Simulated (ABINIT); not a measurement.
**Beyond one shot: AgCl (Fm-3m)**

Wanted: G0W0 and self-consistent gaps of AgCl (Fm-3m), with the cost of the cycles.

Main program and level: ABINIT 10.8.3; PBE and many-body steps on it, plane waves.

## Step 1: The structure

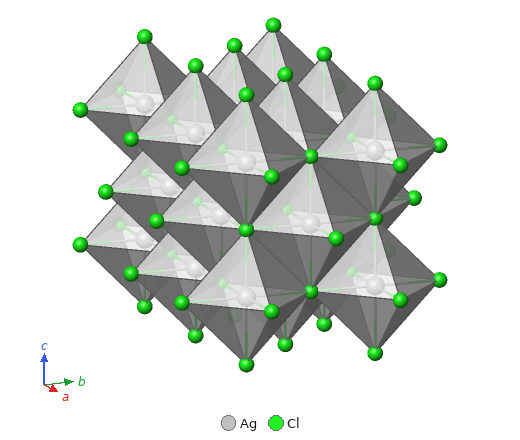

The starting structure, seen slightly off an axis (silver light grey, chlorine green). 2×1×1 cells are drawn. This picture shows the conventional cell, with its axes. Some periodic images of atoms are drawn too.

The cell and positions are those that the Materials Project relaxed with its own functionals (PBE, PBE+U or r2SCAN), kept fixed.

## Step 2: Empty states on the mesh, 4×4×4 mesh, 90 bands

This step: ABINIT 10.8.3; DFT, PBE, plane waves, norm-conserving pseudopotentials.

The sums over transitions need many empty states on a uniform mesh; this step solves for them.

run.abi reads:

```
acell 3*1.0 Angstrom
rprim 
  0.000000000000 2.772662996800 2.772662996800
  2.772662996800 0.000000000000 2.772662996800
  2.772662996800 2.772662996800 0.000000000000
ntypat 2
znucl 47 17
natom 2
typat 1 2
xred 
  0.000000000000 0.000000000000 0.000000000000
  0.500000000000 0.500000000000 0.500000000000
pp_dirpath "pseudos"
pseudos "Ag.upf, Cl.upf"
ecut 37
ngkpt 4 4 4
nshiftk 1
shiftk 0 0 0
kptopt 1
chksymbreak 0
irdden 1
istwfk *1
nband 90
prtvol 0
optdriver 6
gwr_task "HDIAGO"
paral_kgb 0
occopt 1
indata_prefix "in"
outdata_prefix "out"
tmpdata_prefix "tmp"
```

On the command line:

```sh
$ OMP_NUM_THREADS=1 mpirun -n 8 abinit run.abi > log
```

Log:

```text
.Version 10.8.3 of ABINIT. v10.8.2 released Aug 2026.

 Symmetries : space group Fm -3 m (#225); Bravais cF (face-center cubic)
[... echo of the input left out ...]
== DATASET  1 ==================================================================
-   mpi_nproc: 8, omp_nthreads: 1 (-1 if OMP is not activated)

--- !DatasetInfo
iteration_state: {dtset: 1, }
dimensions: {natom: 2, nkpt: 8, mband: 90, nsppol: 1, nspinor: 1, nspden: 1, mpw: 3119, }
cutoff_energies: {ecut:  37.0, pawecutdg:  -1.0, }
[...]
Indirect band gap semiconductor
 Fundamental gap:     0.913 (eV)
   VBM:     4.678 (eV) at k: [ 5.0000E-01,  0.0000E+00,  0.0000E+00]
   CBM:     5.591 (eV) at k: [ 0.0000E+00,  0.0000E+00,  0.0000E+00]
 Direct gap:         3.230 (eV) at k: [ 0.0000E+00,  0.0000E+00,  0.0000E+00]

== END DATASET(S) ==============================================================
================================================================================

 -outvars: echo values of variables after computation  --------
           etotal      0.0000000000E+00
            nband          90
             nkpt           8
          spgroup         225
 [... the other variables as echoed above ...]

 Calculation completed.
```

Run time: 27 s. Hardware: 8 MPI ranks of Arm Neoverse V1, shared host; peak memory 4.5 GiB; 3.6 min of CPU time.

Numbers from this step:

| Quantity | Value |
| --- | --- |
| gap | 0.9128 eV |
| k of the valence top | 0.5, 0, 0 |
| k of the conduction bottom | 0, 0, 0 |
| least direct gap | 3.230 eV |
| k points computed | 8 |
| lowest point of the top converged band, above the valence top | 72.2214 eV |

On this mesh the gap is 0.913 eV.

The density comes from a self-consistent run that is not shown.

## Step 3: Screening, 4×4×4 mesh, 82 bands, screening to 136.1 eV

The RPA dielectric matrix is built and inverted for each q.

This step: RPA screening on PBE, plane waves, norm-conserving pseudopotentials.

Changes to run.abi since step 2:

```diff
@@ -20,10 +20,11 @@
 chksymbreak 0
-irdden 1
 istwfk *1
-nband 90
-prtvol 0
-optdriver 6
-gwr_task "HDIAGO"
-paral_kgb 0
 occopt 1
+irdwfk 1
+optdriver 3
+nband 82
+ecuteps 5
+inclvkb 2
+awtr 1
+symchi 1
 indata_prefix "in"
```

Log:

```text
.Version 10.8.3 of ABINIT. v10.8.2 released Aug 2026.

 Symmetries : space group Fm -3 m (#225); Bravais cF (face-center cubic)
[... echo of the input left out ...]
== DATASET  1 ==================================================================
-   mpi_nproc: 8, omp_nthreads: 1 (-1 if OMP is not activated)

--- !DatasetInfo
iteration_state: {dtset: 1, }
dimensions: {natom: 2, nkpt: 8, mband: 82, nsppol: 1, nspinor: 1, nspden: 1, mpw: 3119, }
cutoff_energies: {ecut:  37.0, pawecutdg:  -1.0, }
electrons: {nelect:   2.60000000E+01, charge:   0.00000000E+00, occopt:   1.00000000E+00, tsmear:   1.00000000E-02, }

 SCREENING: Calculation of the susceptibility and dielectric matrices

 Based on a program developped by R.W. Godby, V. Olevano, G. Onida, and L. Reining.
 Incorporated in ABINIT by V. Olevano, G.-M. Rignanese, and M. Torrent.
.Using double precision arithmetic ; gwpc =  8

[... cell and pseudopotentials left out ...]
--------------------------------------------------------------------------------

 ==== K-mesh for the wavefunctions ====
 Number of points in the irreducible wedge :     8
[... list of points left out ...]
 Together with 48 symmetry operations and time-reversal symmetry
 yields    64 points in the full Brillouin Zone.

 ==== Q-mesh for the screening function ====
 Number of points in the irreducible wedge :     8
[... list of points left out ...]
 Together with 48 symmetry operations and time-reversal symmetry
 yields    64 points in the full Brillouin Zone.

 setmesh: FFT mesh size selected  =    27x   27x   27
          total number of points  =        19683

 vcoul_init : cutoff-mode = AUXILIARY_FUNCTION
 q-points for optical limit:   1
     1)      0.000010    0.000020    0.000030

- screening: taking advantage of time-reversal symmetry
- Maximum band index for partially occupied states nbvw = 13
- Remaining bands to be divided among processors   nbcw = 69
- Number of bands treated by each node ~8

 Number of electrons calculated from density =   26.0000; Expected =   26.0000
 average of density, n =  0.090376
 r_s =    1.3824
 omega_plasma =   28.9990 [eV]

 calculating chi0 at frequencies [eV] :
  1    0.000000E+00    0.000000E+00
  2    0.000000E+00    2.899902E+01

--------------------------------------------------------------------------------
  q-point number  1        q = ( 0.000000, 0.000000, 0.000000) [r.l.u.]
--------------------------------------------------------------------------------
[... chi0 elements left out ...]
 For q-point:  0.000010 0.000020 0.000030
  dielectric constant =   5.2833
  dielectric constant without local fields =   5.7327

  Average fulfillment of the sum rule on Im[epsilon] for q-point    1 :     57.76  [%]
[... wings left out ...]
  q-point number  2        q = ( 0.250000, 0.000000, 0.000000) [r.l.u.]
--------------------------------------------------------------------------------
[... chi0 elements left out ...]
  Average fulfillment of the sum rule on Im[epsilon] for q-point    2 :     72.55  [%]

 [... 6 further q-points ...]
```

It took 11 s on 8 MPI ranks; peak memory 1.1 GiB.

Numbers from this step:

```yaml
eps_infinity_with_local_fields_on_this_mesh_along_the_program_s_q_direction: 5.283
the_same_without_local_fields: 5.733
plasma_frequency: 29.00 eV
plane_waves_in_the_screening_matrix: 169
```

Local fields lower ε∞ by 8 %. On a Γ-centred mesh this coarse the value itself is usually too large, while a short band sum pulls it down.

## Step 4: G0W0

The self-energy is evaluated for the states that the input lists, and the levels follow from it, in one-shot runs by the linearised quasiparticle equation.

This step: G0W0 on PBE, plane waves, norm-conserving pseudopotentials.

Changes to run.abi since step 3:

```diff
@@ -23,8 +23,17 @@
 irdwfk 1
-optdriver 3
+optdriver 4
 nband 82
+gwcalctyp 0
+ecutsigx 37
+symsigma 1
+nkptgw 2
+kptgw 
+  0.5000000000 0.0000000000 0.0000000000
+  0.0000000000 0.0000000000 0.0000000000
+bdgw 
+  12 15
+  11 17
 ecuteps 5
-inclvkb 2
-awtr 1
-symchi 1
+irdscr 1
+ppmodel 1
 indata_prefix "in"
```

Log:

```text
.Version 10.8.3 of ABINIT. v10.8.2 released Aug 2026.

 Symmetries : space group Fm -3 m (#225); Bravais cF (face-center cubic)
[... echo of the input left out ...]
== DATASET  1 ==================================================================
-   mpi_nproc: 8, omp_nthreads: 1 (-1 if OMP is not activated)

--- !DatasetInfo
iteration_state: {dtset: 1, }
dimensions: {natom: 2, nkpt: 8, mband: 82, nsppol: 1, nspinor: 1, nspden: 1, mpw: 3119, }
cutoff_energies: {ecut:  37.0, pawecutdg:  -1.0, }
electrons: {nelect:   2.60000000E+01, charge:   0.00000000E+00, occopt:   1.00000000E+00, tsmear:   1.00000000E-02, }

 SIGMA: Calculation of the GW corrections

 Based on a program developped by R.W. Godby, V. Olevano, G. Onida, and L. Reining.
 Incorporated in ABINIT by V. Olevano, G.-M. Rignanese, and M. Torrent.
.Using double precision arithmetic ; gwpc =  8

[... cell and pseudopotentials left out ...]
--------------------------------------------------------------------------------

 ==== K-mesh for the wavefunctions ====
 Number of points in the irreducible wedge :     8
[... list of points left out ...]
 Together with 48 symmetry operations and time-reversal symmetry
 yields    64 points in the full Brillouin Zone.

 ==== Q-mesh for screening function ====
 Number of points in the irreducible wedge :     8
[... list of points left out ...]
 Together with 48 symmetry operations and time-reversal symmetry
 yields    64 points in the full Brillouin Zone.

 vcoul_init : cutoff-mode = AUXILIARY_FUNCTION
 q-points for optical limit:   1
     1)      0.000010    0.000020    0.000030
 setmesh: FFT mesh size selected  =    45x   45x   45
          total number of points  =        91125

 Number of electrons calculated from density =   26.0000; Expected =   26.0000
 average of density, n =  0.090376
 r_s =    1.3824
 omega_plasma =   28.9990 [eV]

 === KS Band Gaps ===
  >>>> For spin  1
   Minimum direct gap =   3.2296 [eV], located at k-point      :   0.0000  0.0000  0.0000
   Fundamental gap    =   0.9128 [eV], Top of valence bands at :   0.5000  0.0000  0.0000
                                       Bottom of conduction at :   0.0000  0.0000  0.0000
 SIGMA fundamental parameters:
 PLASMON POLE MODEL  1
 number of plane-waves for SigmaX                 3119
 number of plane-waves for SigmaC and W            169
 number of plane-waves for wavefunctions          3119
 number of bands                                    82
 number of independent spin polarizations            1
 number of spinorial components                      1
 number of k-points in IBZ                           8
 number of q-points in IBZ                           8
 number of symmetry operations                      48
 number of k-points in BZ                           64
 number of q-points in BZ                           64
 number of frequencies for dSigma/dE                 9
 frequency step for dSigma/dE [eV]                0.25
 number of omega for Sigma on real axis              0
 max omega for Sigma on real axis  [eV]           0.00
 zcut for avoiding poles [eV]                     0.10

 EPSILON^-1 parameters (SCR file):
 dimension of the eps^-1 matrix on file            169
 dimension of the eps^-1 matrix used               169
 number of plane-waves for wavefunctions          3119
 number of bands                                    82
 number of q-points in IBZ                           8
 number of frequencies                               2
 number of real frequencies                          1
 number of imag frequencies                          1

 matrix elements of self-energy operator (all in [eV])

 Perturbative Calculation

--- !SelfEnergy_ee
iteration_state: {dtset: 1, }
kpoint     : [   0.500,    0.000,    0.000, ]
spin       : 1
KS_gap     :    4.239
QP_gap     :    5.277
Delta_QP_KS:    1.038
data: !SigmaeeData |
     Band     E0 <VxcDFT>   SigX SigC(E0)      Z dSigC/dE  Sig(E)    E-E0       E
       12   4.678 -21.528 -26.456   3.970   0.799  -0.252 -22.293  -0.765   3.913
       13   4.678 -21.528 -26.456   3.970   0.799  -0.252 -22.293  -0.765   3.913
       14   8.917  -9.095  -4.868  -3.901   0.837  -0.194  -8.821   0.273   9.191
       15  11.220 -13.713  -7.715  -4.869   0.805  -0.243 -12.804   0.909  12.129

--- !SelfEnergy_ee
iteration_state: {dtset: 1, }
kpoint     : [   0.000,    0.000,    0.000, ]
spin       : 1
KS_gap     :    3.230
QP_gap     :    4.626
Delta_QP_KS:    1.396
data: !SigmaeeData |
     Band     E0 <VxcDFT>   SigX SigC(E0)      Z dSigC/dE  Sig(E)    E-E0       E
       11   2.361 -14.534 -18.755   2.979   0.792  -0.263 -15.518  -0.984   1.378
       12   2.361 -14.534 -18.755   2.979   0.792  -0.263 -15.518  -0.984   1.378
       13   2.361 -14.534 -18.755   2.979   0.792  -0.263 -15.518  -0.984   1.378
       14   5.591 -10.854  -6.572  -3.786   0.831  -0.204 -10.442   0.412   6.003
       15  15.379 -12.290  -6.936  -4.316   0.822  -0.217 -11.437   0.853  16.232
       16  15.379 -12.290  -6.936  -4.316   0.822  -0.217 -11.437   0.853  16.232
       17  15.379 -12.290  -6.936  -4.316   0.822  -0.217 -11.437   0.853  16.232

== END DATASET(S) ==============================================================
================================================================================

 -outvars: echo values of variables after computation  --------
           etotal      0.0000000000E+00
            nband          82
             nkpt           8
          spgroup         225
 [... the other variables as echoed above ...]

 Calculation completed.
```

Wall time 4.8 s (8 MPI ranks); peak memory 1.3 GiB.

Numbers from this step:

- G0W0 gap on the points computed: 2.090 eV
- starting gap on the mesh: 0.9128 eV
- k of the valence top: 0.5, 0, 0
- k of the conduction bottom: 0, 0, 0
- Z at the valence top: 0.799
- Z at the conduction bottom: 0.831
- least direct G0W0 gap on the computed points: 4.625 eV

The gap on the mesh goes from 0.91 eV to 2.09 eV, a correction of +1.18 eV.

## Step 5: QSGW, cycle 1

This step: QSGW on PBE, plane waves, norm-conserving pseudopotentials.

Changes to run.abi since step 4:

```diff
@@ -25,12 +25,24 @@
 nband 82
-gwcalctyp 0
+gwcalctyp 28
 ecutsigx 37
-symsigma 1
-nkptgw 2
+symsigma 0
+nkptgw 8
 kptgw 
+  0.0000000000 0.0000000000 0.0000000000
+  0.2500000000 0.0000000000 0.0000000000
   0.5000000000 0.0000000000 0.0000000000
-  0.0000000000 0.0000000000 0.0000000000
+  0.2500000000 0.2500000000 0.0000000000
+  0.5000000000 0.2500000000 0.0000000000
+  -0.2500000000 0.2500000000 0.0000000000
+  0.5000000000 0.5000000000 0.0000000000
+  -0.2500000000 0.5000000000 0.2500000000
 bdgw 
-  12 15
-  11 17
+  6 21
+  6 21
+  6 21
+  6 21
+  6 21
+  6 21
+  6 21
+  6 21
 ecuteps 5
```

Log:

```text
.Version 10.8.3 of ABINIT. v10.8.2 released Aug 2026.

 Symmetries : space group Fm -3 m (#225); Bravais cF (face-center cubic)
[... echo of the input left out ...]
== DATASET  1 ==================================================================
-   mpi_nproc: 8, omp_nthreads: 1 (-1 if OMP is not activated)

--- !DatasetInfo
iteration_state: {dtset: 1, }
dimensions: {natom: 2, nkpt: 8, mband: 82, nsppol: 1, nspinor: 1, nspden: 1, mpw: 3119, }
cutoff_energies: {ecut:  37.0, pawecutdg:  -1.0, }
electrons: {nelect:   2.60000000E+01, charge:   0.00000000E+00, occopt:   1.00000000E+00, tsmear:   1.00000000E-02, }

 SIGMA: Calculation of the GW corrections

 Based on a program developped by R.W. Godby, V. Olevano, G. Onida, and L. Reining.
 Incorporated in ABINIT by V. Olevano, G.-M. Rignanese, and M. Torrent.
.Using double precision arithmetic ; gwpc =  8

[... cell and pseudopotentials left out ...]
--------------------------------------------------------------------------------

 ==== K-mesh for the wavefunctions ====
 Number of points in the irreducible wedge :     8
[... list of points left out ...]
 Together with 48 symmetry operations and time-reversal symmetry
 yields    64 points in the full Brillouin Zone.

 ==== Q-mesh for screening function ====
 Number of points in the irreducible wedge :     8
[... list of points left out ...]
 Together with 48 symmetry operations and time-reversal symmetry
 yields    64 points in the full Brillouin Zone.

 vcoul_init : cutoff-mode = AUXILIARY_FUNCTION
 q-points for optical limit:   1
     1)      0.000010    0.000020    0.000030
 setmesh: FFT mesh size selected  =    45x   45x   45
          total number of points  =        91125

 Number of electrons calculated from density =   26.0000; Expected =   26.0000
[...]
spin       : 1
KS_gap     :    4.251
QP_gap     :    6.288
Delta_QP_KS:    2.036
data: !SigmaeeData |
     Band     E_DFT   <VxcDFT>   E(N-1)  <Hhartree>   SigX  SigC[E(N-1)]    Z     dSigC/dE  Sig[E(N)]  DeltaE  E(N)_pert E(N)_diago
[...]
--- !SelfEnergy_ee
iteration_state: {dtset: 1, }
kpoint     : [  -0.250,    0.500,    0.250, ]
spin       : 1
KS_gap     :    5.372
QP_gap     :    7.362
Delta_QP_KS:    1.990
data: !SigmaeeData |
     Band     E_DFT   <VxcDFT>   E(N-1)  <Hhartree>   SigX  SigC[E(N-1)]    Z     dSigC/dE  Sig[E(N)]  DeltaE  E(N)_pert E(N)_diago
[...]
20    19.326   -12.241    19.326    31.567    -5.355    -5.408     1.000     0.000   -10.763     1.477    20.804    20.804
       21    20.748   -13.349    20.748    34.096    -6.511    -5.526     1.000     0.000   -12.037     1.312    22.059    22.077

 New Fermi energy :        1.802273E-01 Ha ,    4.904235E+00 eV

 === QP Band Gaps ===
  >>>> For spin  1
   Minimum direct gap =   4.9675 [eV], located at k-point      :   0.0000  0.0000  0.0000
   Fundamental gap    =   2.3659 [eV], Top of valence bands at :   0.5000  0.0000  0.0000
                                       Bottom of conduction at :   0.0000  0.0000  0.0000

 writing QP data on file : out_QPS

 Convergence of QP corrections
 >>>>> For spin  1 <<<<<
.  kptgw no:  1; Maximum DeltaE = (   0.000   0.000) for band index:  1
.  kptgw no:  2; Maximum DeltaE = (   0.877  -0.001) for band index:  3
.  kptgw no:  3; Maximum DeltaE = (   0.904  -0.000) for band index:  1
[...]
.  kptgw no:  7; Maximum DeltaE = (   0.605  -0.002) for band index: 16
.  kptgw no:  8; Maximum DeltaE = (   0.782   0.001) for band index:  2

== END DATASET(S) ==============================================================
================================================================================

 -outvars: echo values of variables after computation  --------
           etotal      0.0000000000E+00
            nband          82
             nkpt           8
          spgroup         225
 [... the other variables as echoed above ...]

 Calculation completed.
```

The job ended after 81 s (8 MPI ranks; peak memory 2.8 GiB; 11 min of CPU time).

Numbers from this step:

| Quantity | Value |
| --- | --- |
| quasiparticle gap on the mesh | 2.366 eV |
| gap of the density functional on the mesh | 0.9128 eV |
| k of the valence top | 0.5, 0, 0 |
| k of the conduction bottom | 0, 0, 0 |
| Z at the valence top | 1 |
| Z at the conduction bottom | 1 |
| least direct quasiparticle gap on the computed points | 4.967 eV |

Against G0W0 in ABINIT (4×4×4 mesh, 82 bands, screening to 136.1 eV, Godby-Needs plasmon pole), the gap moves by +0.276 eV.

(Part 1 of 3 ends here.)

[Paths, hosts, dates, memory and timing lines, banners, echoed tables and standing remarks are left out of the program output.]

[Logs are printed without paths, hosts, clocks, repeated set-up lines and the standing remarks that a program may print on its own settings, such as how far it seeks lower states.]

[Runs of the session that timed out or met a known fault of the program may be left out.]

[Hosts, paths, dates, database ids (printed as entryN), source tags and the programs' standing remarks are cut or masked in the printed files.]

[G0W0 gaps are taken among the corrected bands and points alone; a level outside them can change the order at an edge.]

[Where Ansatz stands beside ABINIT at settings called matched, ABINIT's density can come from a denser mesh and the files from another edition; pairs whose starting gaps differed by over 0.03 eV were left out, so agreement reads better than it is.]
